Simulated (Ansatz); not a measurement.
Run report: CH₃FO₂Si, geometry relaxation

System: CH₃FO₂Si, SMILES O=CO[SiH2]F.
Method: RKS PBE-D4/def2-SVP (Ansatz 0.2.0).

The geometry: force-field start. Figures and captions count atoms from 1; the log counts them from 0 in places.

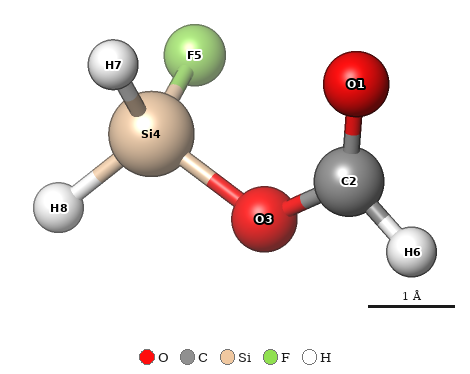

**Figure 1.** The starting structure (ball-and-stick view, seen at a tilt; atoms are numbered from 1 in the order of the input). Bond lengths as drawn: C–H 1.11 Å, C–O 1.27 to 1.36 Å, F–Si 1.66 Å, H–Si 1.45 to 1.48 Å and O–Si 1.70 Å.

## The input
```yaml
crystal:
  periodic: [false, false, false]
  atoms:
    - {symbol: O, position_ang: [-0.029100, 0.320800, 1.981600]}
    - {symbol: C, position_ang: [-0.608900, 0.928700, 1.025200]}
    - {symbol: O, position_ang: [-0.508600, 0.648300, -0.297600]}
    - {symbol: Si, position_ang: [0.490900, -0.621800, -0.831000]}
    - {symbol: F, position_ang: [-0.453400, -1.975400, -0.696900]}
    - {symbol: H, position_ang: [-1.279500, 1.812100, 1.135800]}
    - {symbol: H, position_ang: [1.730800, -0.759000, -0.098600]}
    - {symbol: H, position_ang: [0.749800, -0.410800, -2.274300]}
basis:
  gaussian: {orbitals: def2-SVP}
hamiltonian: {xc: pbe, dispersion: d4}
relax: {f_tol: 0.03, max_steps: 200}
```

Hardware: 2 threads of Arm Neoverse V2, 23 GiB of memory available, shared host.

Run as:
```bash
ansatz run in.yaml --threads 2 --pin off --events-out ev --progress --plain --max-ram 4352MiB
```

## What the program printed
```
Functional definition: PBE
  name "PBE"
  cite "Perdew, Burke & Ernzerhof, Phys. Rev. Lett. 77, 3865 (1996) doi:10.1103/PhysRevLett.77.3865"
  parent pbe
  parameter kappa = 0.804
  parameter beta = 0.06672455060314922
  exchange = pbe_x(kappa = kappa, mu = beta*pi^2/3)
  correlation = pbe_c(beta = beta)
962 factors; their error is unknown
mean field evaluation 1: about -15749.9468 eV, gradient 5.9e1 eV
mean field evaluation 2: about -15724.2344 eV, gradient 1.3e2 eV
mean field evaluation 4: about -15755.7305 eV, gradient 1.1e1 eV
mean field evaluation 8: about -15755.9730 eV, gradient 9.1e-2 eV
mean field evaluation 16: about -15755.9124 eV, gradient 4.4e-5 eV
mean field -15755.91237081 eV, -579.0190998861 hartree, gradient 4.4e-5 eV, S^2 0.000000; 0 other end points of the search recorded, 0 dependent functions left out
the calculation of the forces begins
reference -15755.91239972 eV, -579.0191009486 hartree; 24, 24 occupied and 65, 65 virtual orbitals, 962 factors
relax step   1: F+E_penalty+E_count = -15756.05942537 eV  Δ(F+E_penalty+E_count) = +0.000e0 eV  max|allowed force component| = 3.587e0 eV/Å  Δτ_max = 0.0000 Å  (26 SCF iters, accepted)
these checks for a lower state are left out or cut short: starts, cluster_reference, orbital_swaps, neighbouring_geometries, increment
962 factors; their error is unknown
mean field -15756.09673263 eV, -579.0258750581 hartree, gradient 7.3e-6 eV, S^2 0.000000; 0 other end points of the search recorded, 0 dependent functions left out
the calculation of the forces begins
reference -15756.09676155 eV, -579.0258761211 hartree; 24, 24 occupied and 65, 65 virtual orbitals, 962 factors
relax step   2: F+E_penalty+E_count = -15756.24477341 eV  Δ(F+E_penalty+E_count) = -1.853e-1 eV  max|allowed force component| = 1.178e0 eV/Å  Δτ_max = 0.0830 Å  (30 SCF iters, accepted)
these checks for a lower state are left out or cut short: starts, cluster_reference, orbital_swaps, neighbouring_geometries, increment
962 factors; their error is unknown
mean field -15756.11174439 eV, -579.0264267301 hartree, gradient 1.1e-5 eV, S^2 0.000000; 0 other end points of the search recorded, 0 dependent functions left out
the calculation of the forces begins
reference -15756.11177334 eV, -579.0264277941 hartree; 24, 24 occupied and 65, 65 virtual orbitals, 962 factors
relax step   3: F+E_penalty+E_count = -15756.26021150 eV  Δ(F+E_penalty+E_count) = -1.544e-2 eV  max|allowed force component| = 1.252e0 eV/Å  Δτ_max = 0.1074 Å  (29 SCF iters, accepted)
these checks for a lower state are left out or cut short: starts, cluster_reference, orbital_swaps, neighbouring_geometries, increment
962 factors; their error is unknown
mean field evaluation 32: about -15756.1890 eV, gradient 6.7e-1 eV
mean field -15756.13081788 eV, -579.0271276679 hartree, gradient 1.4e-5 eV, S^2 0.000000; 0 other end points of the search recorded, 0 dependent functions left out
the calculation of the forces begins
reference -15756.13084700 eV, -579.0271287380 hartree; 24, 24 occupied and 65, 65 virtual orbitals, 962 factors
relax step   4: F+E_penalty+E_count = -15756.27890514 eV  Δ(F+E_penalty+E_count) = -1.869e-2 eV  max|allowed force component| = 7.195e-1 eV/Å  Δτ_max = 0.2000 Å  (34 SCF iters, accepted)
these checks for a lower state are left out or cut short: starts, cluster_reference, orbital_swaps, neighbouring_geometries, increment
962 factors; their error is unknown
mean field -15756.15357519 eV, -579.0279639838 hartree, gradient 6.4e-6 eV, S^2 0.000000; 0 other end points of the search recorded, 0 dependent functions left out
the calculation of the forces begins
reference -15756.15360431 eV, -579.0279650539 hartree; 24, 24 occupied and 65, 65 virtual orbitals, 962 factors
relax step   5: F+E_penalty+E_count = -15756.30182076 eV  Δ(F+E_penalty+E_count) = -2.292e-2 eV  max|allowed force component| = 1.376e-1 eV/Å  Δτ_max = 0.1114 Å  (30 SCF iters, accepted)
these checks for a lower state are left out or cut short: starts, cluster_reference, orbital_swaps, neighbouring_geometries, increment
962 factors; their error is unknown
mean field -15756.15576177 eV, -579.0280443391 hartree, gradient 1.5e-5 eV, S^2 0.000000; 0 other end points of the search recorded, 0 dependent functions left out
the calculation of the forces begins
reference -15756.15579088 eV, -579.0280454088 hartree; 24, 24 occupied and 65, 65 virtual orbitals, 962 factors
relax step   6: F+E_penalty+E_count = -15756.30406839 eV  Δ(F+E_penalty+E_count) = -2.248e-3 eV  max|allowed force component| = 6.229e-2 eV/Å  Δτ_max = 0.0167 Å  (29 SCF iters, accepted)
these checks for a lower state are left out or cut short: starts, cluster_reference, orbital_swaps, neighbouring_geometries, increment
962 factors; their error is unknown
mean field -15756.15752443 eV, -579.0281091158 hartree, gradient 2.3e-5 eV, S^2 0.000000; 0 other end points of the search recorded, 0 dependent functions left out
the calculation of the forces begins
reference -15756.15755349 eV, -579.0281101836 hartree; 24, 24 occupied and 65, 65 virtual orbitals, 962 factors
relax step   7: F+E_penalty+E_count = -15756.30612151 eV  Δ(F+E_penalty+E_count) = -2.053e-3 eV  max|allowed force component| = 6.536e-2 eV/Å  Δτ_max = 0.0599 Å  (28 SCF iters, accepted)
these checks for a lower state are left out or cut short: starts, cluster_reference, orbital_swaps, neighbouring_geometries, increment
962 factors; their error is unknown
mean field evaluation 64: about -15756.1576 eV, gradient 4.2e-4 eV
mean field -15756.15764793 eV, -579.0281136541 hartree, gradient 1.4e-5 eV, S^2 0.000000; 0 other end points of the search recorded, 0 dependent functions left out
the calculation of the forces begins
reference -15756.15767694 eV, -579.0281147204 hartree; 24, 24 occupied and 65, 65 virtual orbitals, 962 factors
relax step   8: F+E_penalty+E_count = -15756.30630783 eV  Δ(F+E_penalty+E_count) = -1.863e-4 eV  max|allowed force component| = 4.224e-2 eV/Å  Δτ_max = 0.0124 Å  (29 SCF iters, accepted)
these checks for a lower state are left out or cut short: starts, cluster_reference, orbital_swaps, neighbouring_geometries, increment
962 factors; their error is unknown
mean field -15756.15761917 eV, -579.0281125974 hartree, gradient 1.5e-5 eV, S^2 0.000000; 0 other end points of the search recorded, 0 dependent functions left out
the calculation of the forces begins
reference -15756.15764819 eV, -579.0281136639 hartree; 24, 24 occupied and 65, 65 virtual orbitals, 962 factors
relax step   9: F+E_penalty+E_count = -15756.30634096 eV  Δ(F+E_penalty+E_count) = -3.313e-5 eV  max|allowed force component| = 3.920e-2 eV/Å  Δτ_max = 0.0047 Å  (31 SCF iters, accepted)
these checks for a lower state are left out or cut short: starts, cluster_reference, orbital_swaps, neighbouring_geometries, increment
962 factors; their error is unknown
mean field -15756.15765546 eV, -579.0281139309 hartree, gradient 1.5e-5 eV, S^2 0.000000; 0 other end points of the search recorded, 0 dependent functions left out
the calculation of the forces begins
reference -15756.15768447 eV, -579.0281149971 hartree; 24, 24 occupied and 65, 65 virtual orbitals, 962 factors
relax step  10: F+E_penalty+E_count = -15756.30639396 eV  Δ(F+E_penalty+E_count) = -5.300e-5 eV  max|allowed force component| = 1.755e-2 eV/Å  Δτ_max = 0.0033 Å  (23 SCF iters, accepted)
962 factors; their error is unknown
mean field evaluation 96: about -15756.1577 eV, gradient 4.7e-5 eV
```

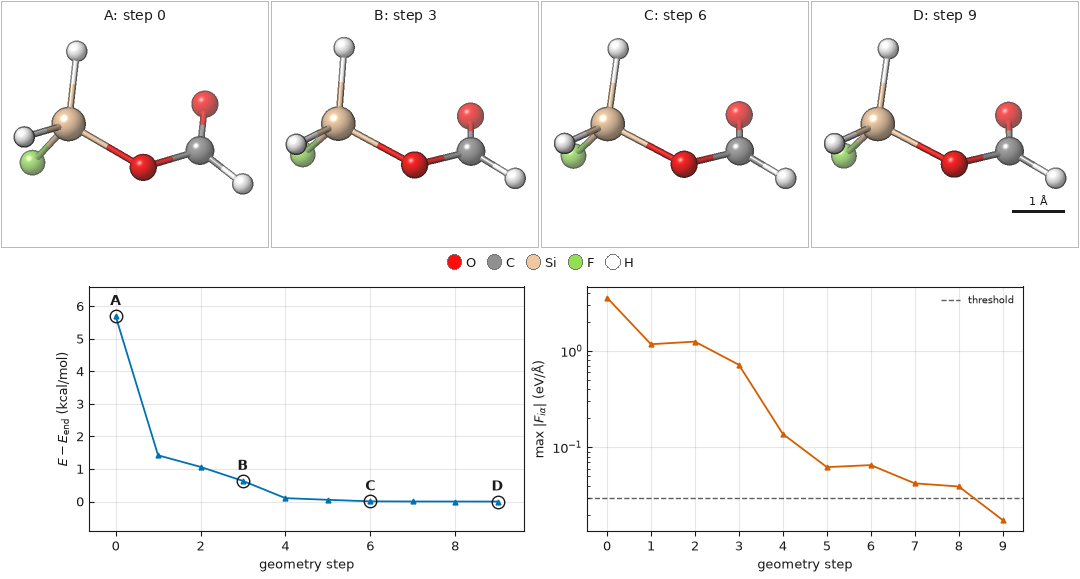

**Figure 2.** Frames of the relaxation (ball-and-stick view, seen at a tilt) above the curves, on which the letters mark them (the first geometry is step 0 here and step 1 in the log).

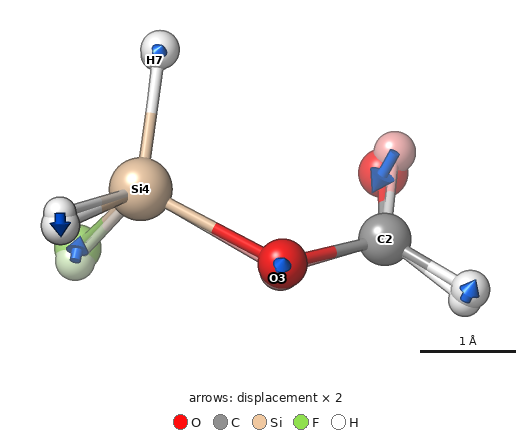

**Figure 3.** Start (faint) and end (solid) with the displacements as blue arrows, magnified 2 times (ball-and-stick view, seen at a tilt). The two geometries are laid on each other by the best rigid fit. After 9 geometry steps the energy has fallen by 5.70 kcal/mol. The largest force component goes from 3.6 to 0.018 eV/Å. O1 moves most after the best rigid fit: 0.27 Å. By element the largest moves are O 0.27 Å, F 0.15 Å, H 0.14 Å, Si 0.02 Å, C 0.01 Å. Among the contacts that change: O1–C2 1.273 → 1.209 Å, Si4–H7 1.447 → 1.491 Å, Si4–F5 1.656 → 1.627 Å, O3–Si4 1.702 → 1.719 Å. Among the angles that change: O3–Si4–F5 104.5° → 109.8°, O3–Si4–H8 107.6° → 103.0°, O3–Si4–H7 114.5° → 110.6°. (Atoms are counted from 1 in the order of the input.)

```
mean field -15756.15765546 eV, -579.0281139309 hartree, gradient 1.5e-5 eV, S^2 0.000000; 1 other end points of the search recorded, 0 dependent functions left out
the calculation of the forces begins
reference -15756.15768447 eV, -579.0281149971 hartree; 24, 24 occupied and 65, 65 virtual orbitals, 962 factors
Total energy: -15756.30642298 eV, -579.0335810364 hartree
Atom 0 at    -0.241139     0.181328     1.888857 Å, force    -0.005387     0.003196    -0.004971 eV/Å
Atom 1 at    -0.617453     0.925309     1.013460 Å, force     0.012342    -0.003169     0.005927 eV/Å
Atom 2 at    -0.429973     0.714078    -0.312317 Å, force    -0.010717     0.010498    -0.002063 eV/Å
Atom 3 at     0.491814    -0.639562    -0.833265 Å, force     0.017548    -0.008268    -0.010482 eV/Å
Atom 4 at    -0.354991    -2.008249    -0.592963 Å, force    -0.004267    -0.002922     0.002284 eV/Å
Atom 5 at    -1.168274     1.885989     1.176636 Å, force    -0.009622     0.005160     0.007399 eV/Å
Atom 6 at     1.786135    -0.706201    -0.096688 Å, force     0.002237    -0.003030     0.001684 eV/Å
Atom 7 at     0.625882    -0.409793    -2.299520 Å, force    -0.002135    -0.001465     0.000222 eV/Å
Dipole moment:     0.117648     0.297761    -0.292355 e Å
```

## Trajectory as extended XYZ (Å, eV, eV/Å), 10 frames, from step=1 to step=10
```
8
Properties=species:S:1:pos:R:3:forces:R:3 step=1 energy=-15756.05942
O    -0.0291    0.3208    1.9816   -1.9822   1.9326  -3.5867
C    -0.6089    0.9287    1.0252    1.7193  -1.6000   2.8322
O    -0.5086    0.6483   -0.2976    0.2083   0.1844   0.5507
Si    0.4909   -0.6218   -0.8310   -1.0094  -1.2588  -0.5209
F    -0.4534   -1.9754   -0.6969    0.5903   0.5436  -0.0017
H    -1.2795    1.8121    1.1358   -0.0462   0.0180   0.3049
H     1.7308   -0.7590   -0.0986    0.6384  -0.0349   0.5947
H     0.7498   -0.4108   -2.2743   -0.1185   0.2152  -0.1732
8
Properties=species:S:1:pos:R:3:forces:R:3 step=2 energy=-15756.24477
O    -0.0763    0.2941    1.9187   -0.2990   0.8905  -1.0937
C    -0.5690    0.9579    1.0123   -0.2556  -1.1775   1.1140
O    -0.4694    0.6703   -0.3053    0.2524   0.3418   0.0027
Si    0.4944   -0.6393   -0.8365   -0.5170  -0.6147  -0.1064
F    -0.4378   -1.9836   -0.6598    0.4007   0.3431  -0.0680
H    -1.2950    1.7960    1.1647    0.2571   0.2105   0.0185
H     1.7436   -0.7637   -0.0591    0.1970  -0.0211   0.1280
H     0.7015   -0.3889   -2.2908   -0.0356   0.0274   0.0048
8
Properties=species:S:1:pos:R:3:forces:R:3 step=3 energy=-15756.26021
O    -0.1017    0.2884    1.8812    0.2265  -0.7527   0.9153
C    -0.6320    0.9135    1.0098    0.0080   1.2524  -0.4030
O    -0.4784    0.6595   -0.3092   -0.2201   0.0830  -0.2481
Si    0.4948   -0.6533   -0.8401   -0.1606  -0.1305   0.1211
F    -0.3926   -2.0157   -0.6588    0.2038   0.1405  -0.0653
H    -1.2217    1.8704    1.1896    0.0271  -0.5332  -0.2714
H     1.7532   -0.7555   -0.0302   -0.1101   0.0084  -0.1704
H     0.6703   -0.3643   -2.2981    0.0253  -0.0679   0.1218
8
Properties=species:S:1:pos:R:3:forces:R:3 step=4 energy=-15756.27890
O    -0.2726    0.1934    1.9228   -0.1758   0.4775  -0.3561
C    -0.6320    0.9401    1.0348    0.2906  -0.7195  -0.0644
O    -0.4542    0.6986   -0.2928    0.2500  -0.0840   0.1515
Si    0.4969   -0.6350   -0.8215    0.0907   0.0663  -0.1111
F    -0.3213   -2.0161   -0.6119   -0.2004  -0.2505   0.1080
H    -1.1578    1.9102    1.1373   -0.1705   0.2719   0.3180
H     1.8245   -0.7610   -0.1454   -0.1062   0.1651   0.1045
H     0.6085   -0.3873   -2.2790    0.0216   0.0732  -0.1505
8
Properties=species:S:1:pos:R:3:forces:R:3 step=5 energy=-15756.30182
O    -0.1728    0.2407    1.9080   -0.0858   0.0489   0.0147
C    -0.6185    0.9321    1.0224    0.0653   0.0636  -0.0465
O    -0.4624    0.6812   -0.3019    0.0397   0.0401  -0.0096
Si    0.4919   -0.6450   -0.8340   -0.0374  -0.0623   0.0186
F    -0.3661   -2.0152   -0.6378    0.0191  -0.0074   0.0016
H    -1.2054    1.8807    1.1607    0.0431  -0.1376   0.0458
H     1.7778   -0.7523   -0.0818   -0.0497   0.0550  -0.0148
H     0.6477   -0.3793   -2.2914    0.0057  -0.0003  -0.0098
8
Properties=species:S:1:pos:R:3:forces:R:3 step=6 energy=-15756.30407
O    -0.1861    0.2306    1.9073   -0.0332   0.0516   0.0102
C    -0.6132    0.9336    1.0218   -0.0099  -0.0475  -0.0623
O    -0.4536    0.6875   -0.3032    0.0421   0.0401  -0.0034
Si    0.4905   -0.6458   -0.8358   -0.0175  -0.0138   0.0286
F    -0.3652   -2.0154   -0.6302    0.0089  -0.0104  -0.0031
H    -1.2009    1.8780    1.1624    0.0348  -0.0387   0.0474
H     1.7756   -0.7407   -0.0835   -0.0217   0.0276  -0.0104
H     0.6449   -0.3849   -2.2945   -0.0035  -0.0090  -0.0070
8
Properties=species:S:1:pos:R:3:forces:R:3 step=7 energy=-15756.30612
O    -0.2320    0.1940    1.8952   -0.0077   0.0039  -0.0148
C    -0.6175    0.9281    1.0156    0.0388  -0.0491  -0.0211
O    -0.4338    0.7066   -0.3110   -0.0351   0.0654   0.0583
Si    0.4923   -0.6408   -0.8353    0.0066  -0.0304  -0.0190
F    -0.3548   -2.0107   -0.6023   -0.0059  -0.0069   0.0017
H    -1.1743    1.8854    1.1767   -0.0117   0.0117  -0.0213
H     1.7827   -0.7138   -0.0936    0.0144   0.0057   0.0010
H     0.6293   -0.4059   -2.3012    0.0005  -0.0003   0.0151
8
Properties=species:S:1:pos:R:3:forces:R:3 step=8 energy=-15756.30631
O    -0.2412    0.1861    1.8924    0.0043   0.0053  -0.0116
C    -0.6169    0.9271    1.0142   -0.0080  -0.0204   0.0396
O    -0.4298    0.7109   -0.3106   -0.0181   0.0422  -0.0106
Si    0.4923   -0.6399   -0.8341    0.0228  -0.0306  -0.0202
F    -0.3535   -2.0096   -0.5962   -0.0078  -0.0038   0.0032
H    -1.1707    1.8866    1.1765    0.0017   0.0037  -0.0115
H     1.7862   -0.7100   -0.0975    0.0065   0.0029   0.0029
H     0.6257   -0.4083   -2.3005   -0.0013   0.0007   0.0081
8
Properties=species:S:1:pos:R:3:forces:R:3 step=9 energy=-15756.30634
O    -0.2387    0.1835    1.8893    0.0090  -0.0049   0.0103
C    -0.6161    0.9262    1.0136   -0.0217   0.0030   0.0000
O    -0.4310    0.7124   -0.3123   -0.0161   0.0392   0.0050
Si    0.4917   -0.6391   -0.8333    0.0242  -0.0321  -0.0287
F    -0.3547   -2.0083   -0.5951   -0.0083  -0.0068   0.0044
H    -1.1701    1.8855    1.1769    0.0047  -0.0013  -0.0013
H     1.7846   -0.7078   -0.0949    0.0079   0.0018   0.0013
H     0.6263   -0.4095   -2.3000    0.0001   0.0011   0.0090
8
Properties=species:S:1:pos:R:3:forces:R:3 step=10 energy=-15756.30639
O    -0.2411    0.1813    1.8889   -0.0054   0.0032  -0.0050
C    -0.6175    0.9253    1.0135    0.0123  -0.0032   0.0059
O    -0.4300    0.7141   -0.3123   -0.0107   0.0105  -0.0021
Si    0.4918   -0.6396   -0.8333    0.0175  -0.0083  -0.0105
F    -0.3550   -2.0082   -0.5930   -0.0043  -0.0029   0.0023
H    -1.1683    1.8860    1.1766   -0.0096   0.0052   0.0074
H     1.7861   -0.7062   -0.0967    0.0022  -0.0030   0.0017
H     0.6259   -0.4098   -2.2995   -0.0021  -0.0015   0.0002
```

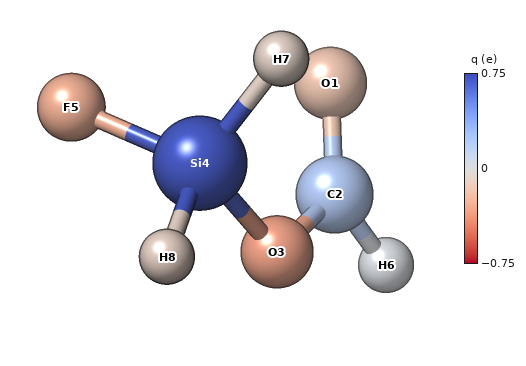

**Figure 4.** Mulliken charges, as the colour of each atom (ball-and-stick view, seen at a tilt; atoms are numbered from 1 in the order of the input). By element: O −0.36 to −0.19, C +0.24, Si +0.71, F −0.29 and H −0.08 to +0.04 e.

## Results in brief

- outcome: converged
- total energy: −15756.3064 eV
- mean-field energy: −15756.1577 eV
- dispersion energy: −0.1487 eV
- SCF solution under orbital rotations: stable
- largest force (length of the vector) at the end: 0.022 eV/Å
- dipole moment: 2.08 D
- wall time: 13 s (CPU time 24 s)
- peak memory: 0.15 GiB
